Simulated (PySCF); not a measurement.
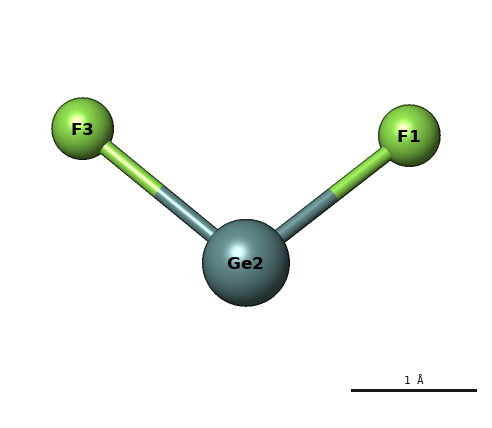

The computed structure is the end point of a PBE0-D3(BJ)/def2-TZVP optimisation. No frequency run is at hand to confirm it as a minimum.

> What is the geometry at Ge2?

Ge2 has 2 neighbours (F1 at 1.74, F3 at 1.74 Å); the arrangement is bent.
